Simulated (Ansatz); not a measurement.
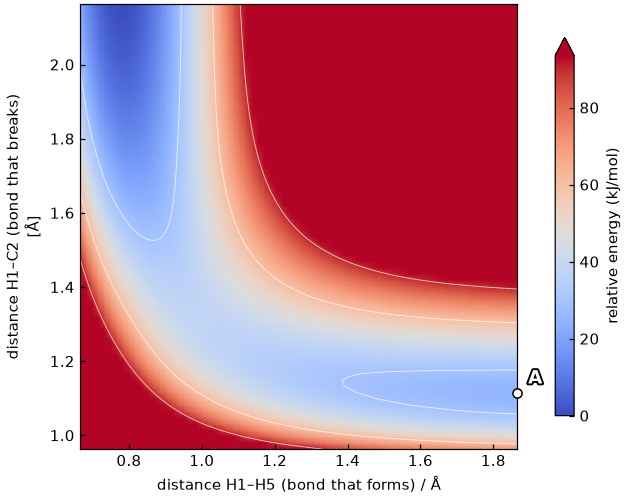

The reacting system CH₇OSi (fragments CH₆OSi + H where the first distance is long, H₂ + CH₅OSi where the second is long), spin multiplicity 2. Coordinates scanned: (1) distance H1–H5 (bond that forms); (2) distance H1–C2 (bond that breaks). Relaxed at each point: all other coordinates. Grid: 8 × 8 points. Points are written as (first, second). Energies are in kJ/mol, from the lowest grid point. Computed with UKS B3LYP-D4/def2-SVP (Ansatz).

Drawn: a smooth colour map with a few white contour lines, one colour for all values above the top of the scale, the point A. Between grid points the surface is interpolated.

Find the lowest path from A to the other arm of the map, and its barrier.

The easiest path runs from the side where the first distance is long, about (1.87 Å, 1.12 Å), to the side where the second distance is long, (0.771 Å, 2.163 Å). Its highest point, at about (1.01 Å, 1.31 Å), lies about 12 kJ/mol above the start and 37 kJ/mol above the end on the interpolated surface. An end on the edge of the scan is no minimum, so the barrier from there is a lower bound.

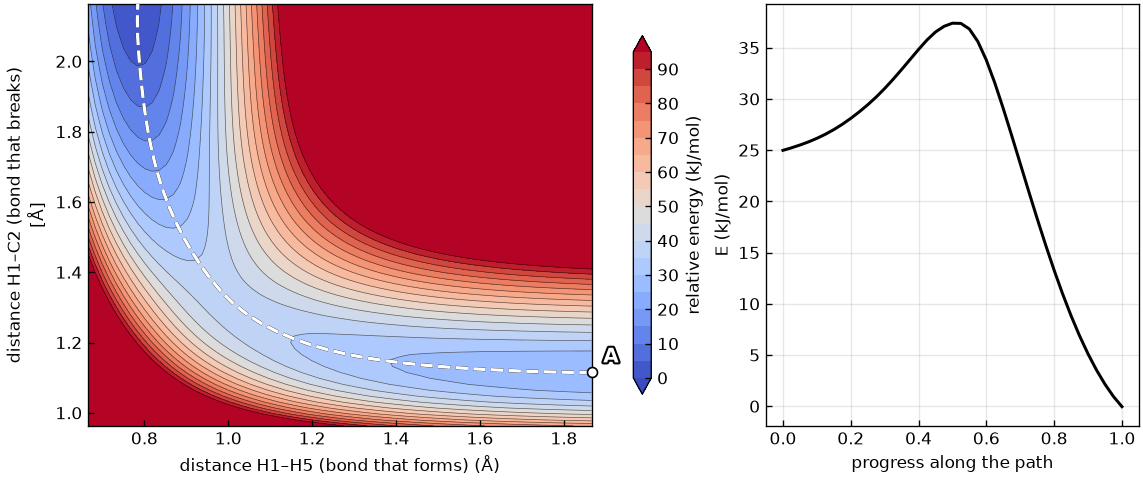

In the figure: filled contours, a line along the lowest path, one colour for all values above the top of the scale, the energy along the path at the right. Between grid points the surface is interpolated.
